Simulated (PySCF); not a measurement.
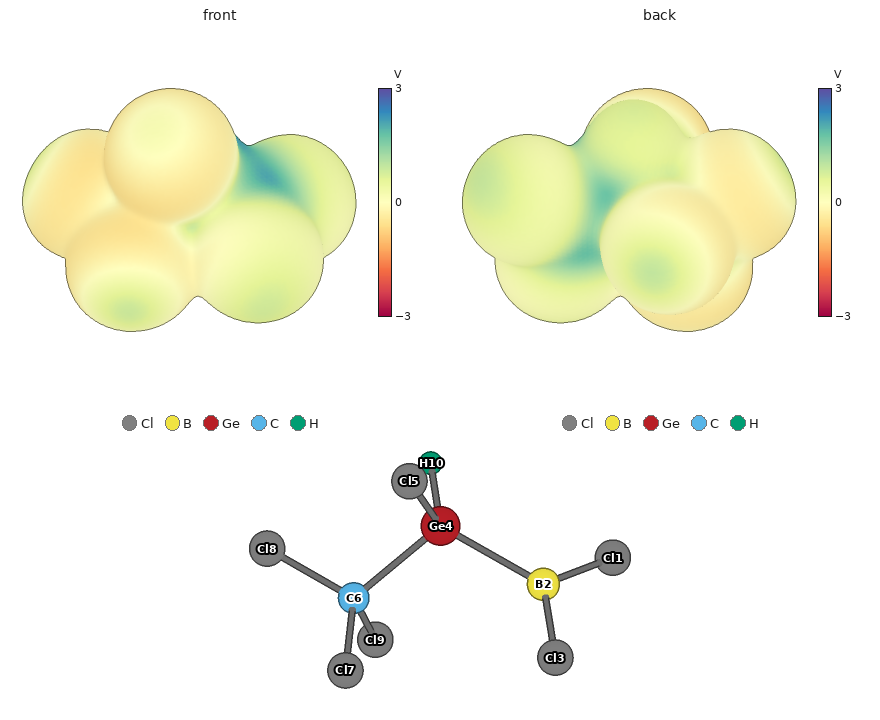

Figure. CHBCl$_{6}$Ge. The electrostatic potential painted on the density surface at 0.002 e/bohr³, seen from the front and from behind; the colour scale runs from red (negative) to blue (positive). The bare structure is drawn below in the same view.

Geometry: GFN2-xTB.

All numbers below come from wB97X-D/def2-SVPD, SCF density, gas phase (PySCF).

Input

```
{"job": {"kind": "uv", "xc": "wB97X-D", "basis": "def2-SVPD", "nstates": 8, "ntriplets": 3}, "charge": 0, "multiplicity": 1}
Cl     2.881042    -0.298385    -1.576881
B      1.853643    -0.566054    -0.257021
Cl     2.043870    -1.909054     0.753987
Ge     0.309059     0.779462     0.109916
Cl     0.339074     1.590106     2.055555
C     -1.498286    -0.166324    -0.013838
Cl    -1.617369    -1.430856     1.209065
Cl    -2.820942     0.976789     0.185499
Cl    -1.610148    -0.903495    -1.618827
H      0.128940     1.932465    -0.869981
```

Launched as:

```sh
OMP_NUM_THREADS=1 python probes_run.py task.json out
```

### Which sites attract a positive test charge, and which a negative one?

A positive charge is drawn to the negative regions and a negative charge to the positive ones. The most negative region (about −0.5 V) lies over Cl5, Cl7 and Cl8, the most positive (about +2.0 V) over B2 and Ge4. Cl1 shows a σ-hole: about +0.9 V at the tip opposite its bond, against about +0.4 V on its flanks. Cl3 shows a σ-hole: about +0.8 V at the tip opposite its bond, against about +0.1 V on its flanks. Cl5 shows a σ-hole: about +0.2 V at the tip opposite its bond, against about −0.4 V on its flanks. Cl7 shows a σ-hole: about +0.8 V at the tip opposite its bond, against about −0.3 V on its flanks. Cl8 shows a σ-hole: about +0.8 V at the tip opposite its bond, against about −0.3 V on its flanks. Cl9 shows a σ-hole: about +0.9 V at the tip opposite its bond, against about +0.1 V on its flanks.

### How polar is the molecule by this calculation?

Its dipole moment is 2.18 D.
